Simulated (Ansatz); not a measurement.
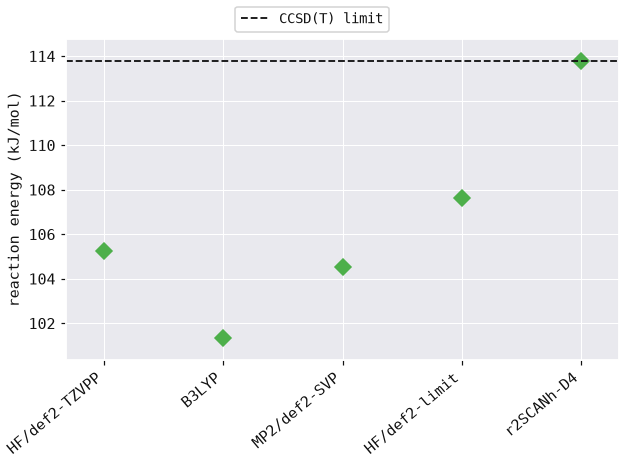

Electronic reaction energy of Si₃H₈O₂ ([SiH3]O[SiH2]O[SiH3]) + H₂ ([H][H]) → Si₂H₆O ([SiH3]O[SiH3]) + SiH₄O (O[SiH3]) (SMILES in brackets) at several levels (functionals in def2-TZVPP unless a basis is named), isolated molecules at PBE0-D4 triple-zeta geometries, minima by their frequencies, no zero-point or thermal terms, the Ansatz code 0.2.0. The line is frozen-core CCSD(T) at the basis limit (MP2 extrapolated from triple and quadruple zeta, plus CCSD(T) less MP2 in a smaller set). No dispersion term is added to B3LYP. The distance of MP2/def2-SVP to the limit includes basis error.

**Which level comes closest to the line (CCSD(T) limit), and which misses most?**

Closest r2SCANh-D4 (113.8 kJ/mol), against 113.8 kJ/mol; farthest B3LYP (101.3 kJ/mol).

**Give the values.**

```csv
level,kJ/mol,less CCSD(T) limit
HF/def2-TZVPP,105.2,−8.5
B3LYP,101.3,−12.4
MP2/def2-SVP,104.5,−9.2
HF/def2-limit,107.6,−6.1
r2SCANh-D4,113.8,0.0
CCSD(T) limit,113.8,0.0
```

Note: one conformer of each flexible molecule.
